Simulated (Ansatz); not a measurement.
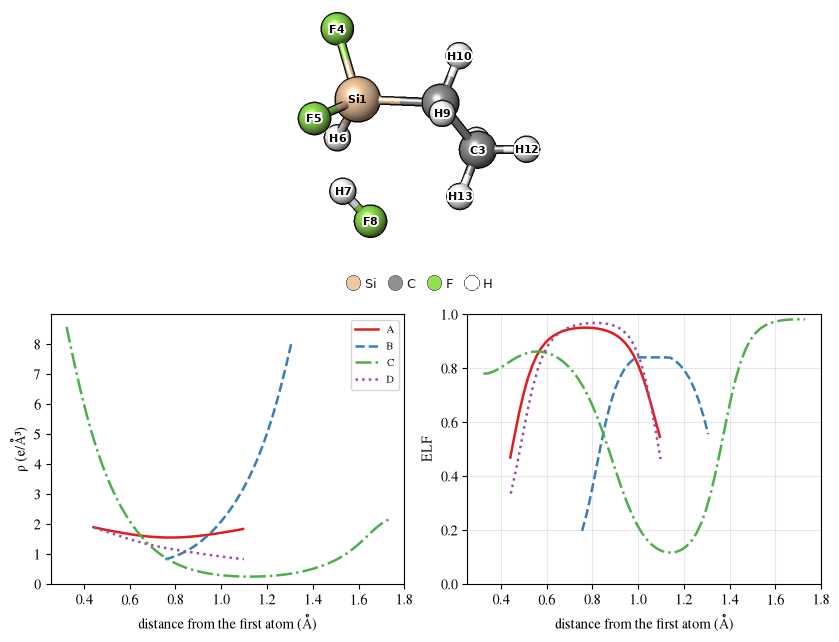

Figure 1: C₂H₆F₂Si···HF. Total electron density and electron localisation function along straight lines between neighbouring atoms. The curves leave out the atomic cores. The structure is drawn too.

All numbers below come from RKS PBE-D4/def2-SVP (Ansatz).

```yaml
atoms:
  - { symbol: Si, position_ang: [-0.2781, 0.4727, 1.2630] }
  - { symbol: C, position_ang: [0.2664, 0.7215, -0.5086] }
  - { symbol: C, position_ang: [-0.5263, -0.1125, -1.5279] }
  - { symbol: F, position_ang: [-0.5778, 1.9112, 1.9760] }
  - { symbol: F, position_ang: [0.9851, -0.1487, 2.1563] }
  - { symbol: H, position_ang: [-1.4630, -0.4020, 1.5023] }
  - { symbol: H, position_ang: [1.2763, -1.6024, 1.2644] }
  - { symbol: F, position_ang: [0.9661, -2.1235, 0.5377] }
  - { symbol: H, position_ang: [1.3472, 0.4686, -0.5539] }
  - { symbol: H, position_ang: [0.1893, 1.8096, -0.7235] }
  - { symbol: H, position_ang: [-1.6121, 0.1126, -1.4962] }
  - { symbol: H, position_ang: [-0.1782, 0.0863, -2.5614] }
  - { symbol: H, position_ang: [-0.3949, -1.1934, -1.3282] }
```

Q: Which curve belongs to which contact (C–C, C–Si, F–H and Si–F)? The first atom named is at distance zero.

A: Curve A: C–C (1.54 Å): ρ is about 1.6 e/Å³ halfway; the ELF peaks at about 0.95 between the atoms (a shared electron pair). Curve B: Si–F (1.63 Å): ρ at the midpoint is about 0.99 e/Å³; the ELF peaks at about 0.85 in the valence shell of F, 0.6 Å from its nucleus, and is about 0.45 at the midpoint. Curve C: F5···H7 (1.73 Å): the density falls to about 0.25 e/Å³ on the way; the ELF dips to about 0.10 between them (by its geometry a hydrogen bond between the two molecules, with no shared pair). Curve D: C–Si (1.87 Å): ρ at the midpoint is about 0.99 e/Å³; the ELF peaks at about 0.95 between the atoms: a covalent bond.
